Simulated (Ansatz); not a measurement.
# HF/STO-3G run of BGeH5 (SMILES [BH2][GeH3])

Aim: the vertical singlet–triplet gap of BGeH5 at HF/STO-3G, from 2 runs. 

The results are computed with Ansatz 0.2.0.

48 further runs of the same task are left out: 48 set aside as unsound or not needed.

## 1. The system as given

BGeH5: 7 atoms, total charge 0, spin state singlet. As SMILES, `[BH2][GeH3]`. The coordinates come from a PBE0-D4/def2-TZVP relaxation.

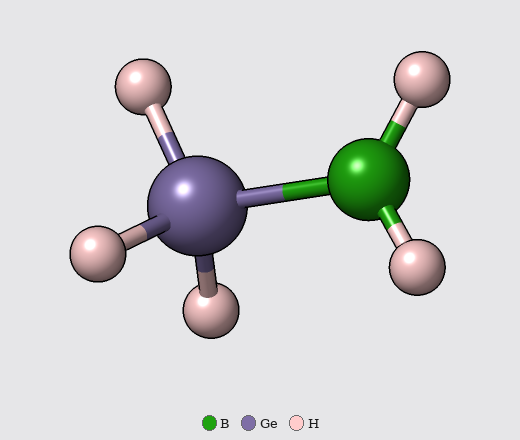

Viewed from a chosen angle; boron green, germanium purple, hydrogen pink.

## 2. A single-point energy at HF/STO-3G

Input file input.yaml:

```yaml
crystal:
  periodic: [false, false, false]
  atoms:
    - {symbol: B, position_ang: [0.007500, -1.219800, 0.268100]}
    - {symbol: Ge, position_ang: [0.048900, 0.786100, -0.183400]}
    - {symbol: H, position_ang: [-1.044400, -1.784600, 0.312800]}
    - {symbol: H, position_ang: [0.997700, -1.849300, 0.488600]}
    - {symbol: H, position_ang: [-0.601100, 1.019700, -1.562200]}
    - {symbol: H, position_ang: [-0.799800, 1.566200, 0.840700]}
    - {symbol: H, position_ang: [1.452500, 1.413700, -0.210300]}
basis:
  gaussian:
    orbitals: STO-3G
accuracy: high
output: {orbitals: {seedname: orbitals}}
hamiltonian:
  xc: hf
```

Command:

```bash
$ ansatz run input.yaml --threads 1 --pin off --max-ram 3480MiB --events-out events.jsonl --progress --plain --runs-dir runs
```

The program printed:

```text
Warning: RAYON_NUM_THREADS=1 ignored (pool sized by the plan → 1); use --threads N
Functional definition: HF
  name "HF"
  exchange = exact_x
  correlation = 0
426 factors; integrals over basis functions are off by at most 5.9e-9 eV
mean field evaluation 1: about -56571.8967 eV, gradient 1.2e1 eV
mean field evaluation 2: about -56571.9047 eV, gradient 1.2e1 eV
mean field evaluation 4: about -56572.6969 eV, gradient 5.5e-1 eV
mean field evaluation 8: about -56572.6981 eV, gradient 4.8e-7 eV
mean field -56572.69807185 eV, -2079.0083077886 hartree, gradient 2.9e-8 eV, S^2 0.000000; 0 other end points of the search recorded, 0 dependent functions left out
reference -56572.69807185 eV, -2079.0083077886 hartree; 21, 21 occupied and 7, 7 virtual orbitals, 426 factors
Total energy: -56572.69807185 eV, -2079.0083077886 hartree
```

It took 0.12 s on 1 thread of AMD EPYC 9R45 (Zen 5), shared host.

## 3. The triplet at the same level

Input file molecule.yaml:

```yaml
crystal:
  periodic: [false, false, false]
  atoms:
    - {symbol: B, position_ang: [0.007500, -1.219800, 0.268100]}
    - {symbol: Ge, position_ang: [0.048900, 0.786100, -0.183400]}
    - {symbol: H, position_ang: [-1.044400, -1.784600, 0.312800]}
    - {symbol: H, position_ang: [0.997700, -1.849300, 0.488600]}
    - {symbol: H, position_ang: [-0.601100, 1.019700, -1.562200]}
    - {symbol: H, position_ang: [-0.799800, 1.566200, 0.840700]}
    - {symbol: H, position_ang: [1.452500, 1.413700, -0.210300]}
basis:
  gaussian:
    orbitals: STO-3G
magnetization:
  spin_polarized: true
  initial_magnetization: 2
hamiltonian:
  xc: hf
accuracy: high
output: {orbitals: {seedname: orbitals}}
```

Command:

```bash
$ ansatz run molecule.yaml --threads 1 --pin off --max-ram 3480MiB --events-out events.jsonl --progress --plain --runs-dir runs
```

The program printed:

```text
Warning: RAYON_NUM_THREADS=1 ignored (pool sized by the plan → 1); use --threads N
[... 4 set-up lines as earlier in the session ...]
426 factors; integrals over basis functions are off by at most 5.9e-9 eV
mean field evaluation 1: about -56566.9757 eV, gradient 8.7e0 eV
mean field evaluation 2: about -56566.9947 eV, gradient 8.7e0 eV
mean field evaluation 4: about -56567.9335 eV, gradient 7.9e-1 eV
mean field evaluation 8: about -56567.9498 eV, gradient 8.9e-3 eV
mean field -56567.94975383 eV, -2078.8338103196 hartree, gradient 1.2e-8 eV, S^2 2.009162; 0 other end points of the search recorded, 0 dependent functions left out
reference -56567.94975383 eV, -2078.8338103196 hartree; 22, 20 occupied and 6, 8 virtual orbitals, 426 factors
Total energy: -56567.94975383 eV, -2078.8338103196 hartree
```

Wall time 0.16 s (1 thread of AMD EPYC 9R45 (Zen 5), shared host).

## 4. Outcome

At HF/STO-3G:

| quantity | value |
| --- | --- |
| singlet: total energy | -2079.00831 Eh |
| singlet: HOMO energy | -9.51 eV |
| singlet: LUMO energy | 6.13 eV |
| singlet: HOMO–LUMO gap | 15.64 eV |
| triplet: total energy | -2078.83381 Eh |
| triplet: HOMO energy (highest over α and β) | -5.37 eV |
| triplet: LUMO energy (lowest over α and β) | 0.50 eV |
| triplet: ⟨S²⟩ | 2.009 |
| vertical energy of the triplet above the singlet | 4.748 eV |

What this shows: At this shape the triplet lies 4.75 eV (109 kcal/mol) above the singlet. In a minimal basis such a difference can be off by several eV, whatever the method.
